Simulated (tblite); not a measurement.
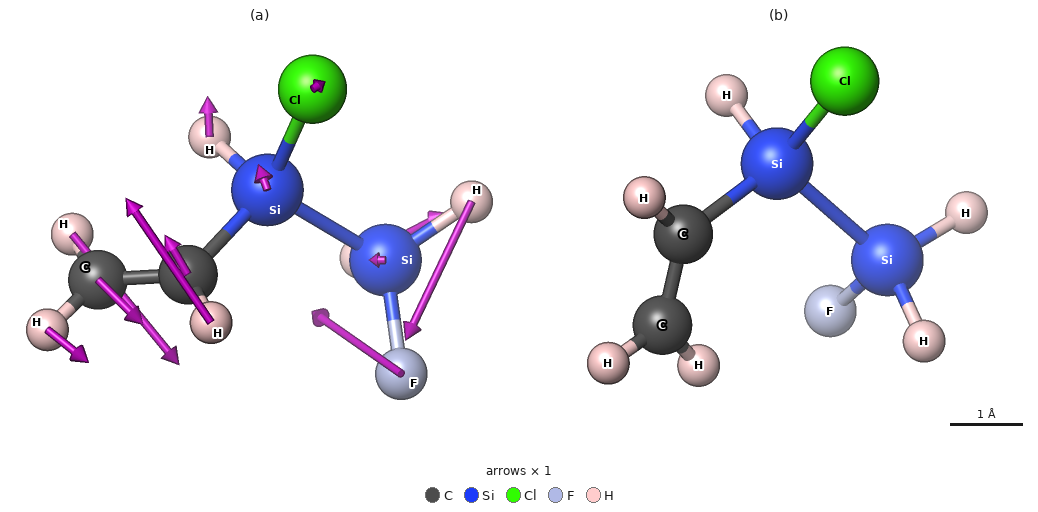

The structure of C2H6ClFSi2 before (left) and after (right) a relaxation, at one scale. The purple arrows give the displacements, at their true length.

The picture is a ball-and-stick view, seen at a tilt.

Computed with tblite, GFN2-xTB geometry optimisation, gas phase. 

Question: Describe what moved and what it gained.

Answer: The energy falls by 10.4 kcal/mol in 213 geometry steps. The largest move after the best rigid fit is that of an H atom, 2.39 Å. By element the largest moves are H 2.39 Å, F 2.30 Å, C 0.92 Å, Si 0.40 Å, Cl 0.24 Å. Some distances before and after: Si–Si 2.219 → 2.309 Å, C–Si 1.823 → 1.890 Å, F–Si 1.669 → 1.616 Å, Cl–Si 2.078 → 2.043 Å. Bond angles that change, for instance: F–Si–H 113.1° → 102.8°, Si–Si–H 108.1° → 116.7°, Si–Si–H 107.0° → 115.3°. Groups turn about C–Si by about 100°, Si–Si by about 85°. Cost: 2.5 s on 1 thread of Arm Neoverse N1, on a shared host.
